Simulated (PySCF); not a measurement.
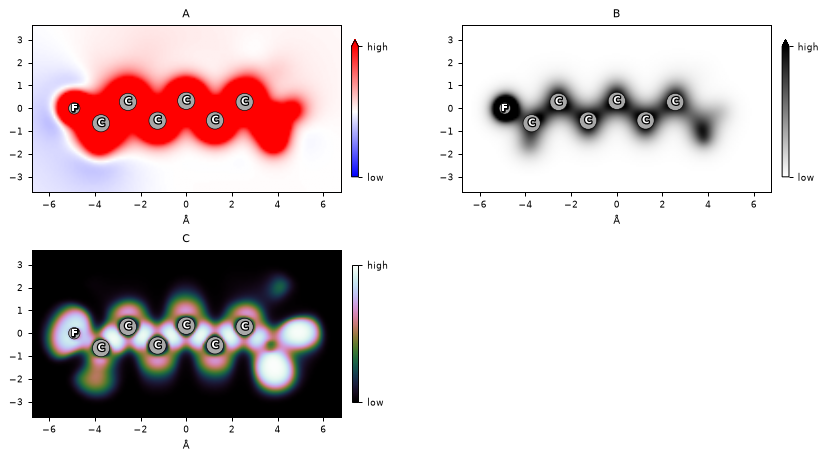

C$_{9}$H$_{17}$F$_{3}$ (SMILES CC(C)CCC[C@H](C)C(F)(F)F): 3 fields on the plane of atoms C5, C6 and C7, with unlabelled colour scales. Grey discs cover the atomic cores.

Geometry: GFN2-xTB.

Computed with PBE0/6-31G*, SCF density, gas phase, non-relativistic in PySCF 2.14.0.

> The panels show electron density, electron localisation function and electrostatic potential in some order. Assign them.

Panel A: electrostatic potential (strongly positive close to the atoms, with negative regions outside electron-rich atoms). Panel B: electron density. Panel C: electron localisation function. From the grid: C–F (1.34 Å): ρ at the midpoint is about 2.3 e/Å³; the ELF peaks at about 0.85 between the atoms; a polar covalent bond. C–C (1.52 Å): the density is about 1.8 e/Å³ at the midpoint; the ELF peaks at about 1 between the atoms: a shared electron pair.
